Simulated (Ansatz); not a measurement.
**AlCl2F (SMILES [F][Al]([Cl])[Cl]): B2PLYP/def2-SVPD**

Aim: the electronic atomisation energy of AlCl2F at B2PLYP/def2-SVPD, from 4 runs. 

The calculation is run with Ansatz 0.2.0.

41 further runs of the same task are left out: 41 set aside as unsound or not needed.

## 1. The system as given

AlCl2F: 4 atoms, total charge 0, spin state singlet. SMILES: `[F][Al]([Cl])[Cl]`. The coordinates come from a PBE0-D4/def2-TZVP relaxation.

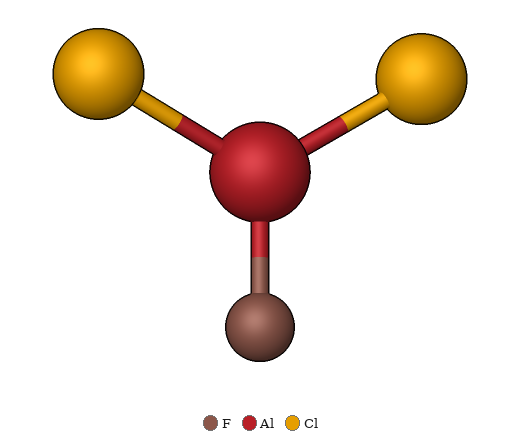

Viewed from a chosen angle; fluorine brown, aluminium red, chlorine amber.

## 2. A single-point energy at B2PLYP/def2-SVPD

Contents of job.yaml:

```yaml
basis:
  gaussian: {orbitals: def2-SVPD}
crystal:
  periodic: [false, false, false]
  atoms:
    - {symbol: F, position_ang: [0.087420, 0.388220, 1.682350]}
    - {symbol: Al, position_ang: [0.004800, 0.021530, 0.093600]}
    - {symbol: Cl, position_ang: [1.223040, -1.463690, -0.663450]}
    - {symbol: Cl, position_ang: [-1.315270, 1.053930, -1.112510]}
total_charge: 0
hamiltonian: {xc: {name: B2PLYP}}
correlation: {frozen_orbitals: {Al: 5, Cl: 5, F: 1}}
accuracy: high
output: {orbitals: {seedname: orbitals}}
```

Launch:

```sh
$ ansatz run job.yaml --threads 1 --pin off --max-ram 3480MiB --events-out events.jsonl --progress --plain --runs-dir runs
```

Standard output:

```text
Warning: RAYON_NUM_THREADS=1 ignored (pool sized by the plan → 1); use --threads N
Functional definition: B2PLYP
  name "B2PLYP"
  parameter a = 0.53
  parameter c = 0.27
  exchange = (1 - a)*b88_x + a*exact_x
  correlation = (1 - c)*lyp_c + c*(mp2_os + mp2_ss)
1837 factors; integrals over basis functions are off by at most 3.0e-9 eV
mean field evaluation 1: about -34333.4326 eV, gradient 3.6e1 eV
mean field evaluation 2: about -34333.5597 eV, gradient 3.6e1 eV
mean field evaluation 4: about -34335.8908 eV, gradient 2.7e0 eV
mean field evaluation 8: about -34335.9229 eV, gradient 1.6e-1 eV
mean field evaluation 16: about -34335.9230 eV, gradient 1.3e-5 eV
mean field -34335.92301401 eV, -1261.8218970405 hartree, gradient 3.5e-8 eV, S^2 0.000000; 0 other end points of the search recorded, 0 dependent functions left out
16 core orbitals not correlated: weight in the atoms' cores, before any rotation towards them, 1.000 or more for the frozen orbitals, at most 0.000 for the correlated occupied ones
reference -34335.92303545 eV, -1261.8218978284 hartree; 12, 12 occupied and 73, 73 virtual orbitals, 1837 factors
second order -17.89139377 eV of doubles, -0.00000000 eV of singles
Total energy: -34340.75371177 eV, -1261.9994219087 hartree
```

It took 8.7 s on 1 thread of Intel Xeon Platinum 8375C at 2.90GHz (Ice Lake), shared host; peak memory 0.35 GiB.

## 3. The Al atom, same level

Contents of molecule.yaml:

```yaml
basis:
  gaussian: {orbitals: def2-SVPD}
crystal:
  periodic: [false, false, false]
  atoms:
    - {symbol: Al, position_ang: [0.000000, 0.000000, 0.000000]}
magnetization: {spin_polarized: true, initial_magnetization: 1}
hamiltonian: {xc: {name: B2PLYP}}
correlation: {frozen_orbitals: {Al: 5}}
accuracy: high
```

Launch:

```sh
$ ansatz run molecule.yaml --threads 1 --pin off --max-ram 3480MiB --events-out events.jsonl --progress --plain --runs-dir runs
```

Standard output, shortened:

```text
Warning: RAYON_NUM_THREADS=1 ignored (pool sized by the plan → 1); use --threads N
[... 2 set-up lines as earlier in the session ...]
[...]
202 factors; integrals over basis functions are off by at most 1.9e-9 eV
[...]
mean field -6589.28329293 eV, -242.1516946385 hartree, gradient 9.7e-8 eV, S^2 0.757987; 0 other end points of the search recorded, 0 dependent functions left out
5 core orbitals not correlated: weight in the atoms' cores, before any rotation towards them, 1.000 or more for the frozen orbitals, at most 0.000 for the correlated occupied ones
reference -6589.28330716 eV, -242.1516951616 hartree; 2, 1 occupied and 17, 18 virtual orbitals, 202 factors
second order -1.12988185 eV of doubles, -0.00000000 eV of singles
Total energy: -6589.58837526 eV, -242.1629062075 hartree
```

It took 0.67 s on 1 thread of Intel Xeon Platinum 8375C at 2.90GHz (Ice Lake), shared host; peak memory 0.11 GiB.

## 4. The Cl atom at the same level

Contents of molecule.yaml:

```yaml
crystal:
  periodic: [false, false, false]
  atoms:
    - {symbol: Cl, position_ang: [0.000000, 0.000000, 0.000000]}
basis:
  gaussian:
    orbitals: def2-SVPD
total_charge: 0
magnetization:
  spin_polarized: true
  initial_magnetization: 1
hamiltonian:
  xc: {name: B2PLYP}
correlation:
  frozen_orbitals: {Cl: 5}
accuracy: high
```

Run the same way, it converges to -459.85926 Eh (log not shown).

## 5. The F atom

Contents of run.yaml:

```yaml
crystal:
  periodic: [false, false, false]
  atoms:
    - symbol: F
      position_ang: [0.000000, 0.000000, 0.000000]
basis:
  gaussian: {orbitals: def2-SVPD}
correlation: {frozen_orbitals: {F: 1}}
hamiltonian: {xc: {name: B2PLYP}}
accuracy: high
magnetization: {spin_polarized: true, initial_magnetization: 1}
```

Run the same way, it converges to -99.58457 Eh (log not shown).

## 6. Summary of results

Level: B2PLYP/def2-SVPD, 16 core orbitals frozen.

| quantity | value |
| --- | --- |
| molecule: total energy | -1261.99942 Eh |
| molecule: HOMO energy (SCF part's orbitals) | -10.96 eV |
| molecule: LUMO energy (SCF part's orbitals) | -0.64 eV |
| molecule: HOMO–LUMO gap (SCF part's orbitals) | 10.32 eV |
| Al atom: total energy | -242.16291 Eh |
| Al atom: ⟨S²⟩ | 0.758 |
| Cl atom: total energy | -459.85926 Eh |
| Cl atom: ⟨S²⟩ | 0.754 |
| F atom: total energy | -99.58457 Eh |
| F atom: ⟨S²⟩ | 0.752 |
| electronic atomisation energy | 14.515 eV |

**Reading.** Taking the molecule apart into free atoms costs 14.52 eV (335 kcal/mol), before zero-point energy and without spin-orbit coupling.
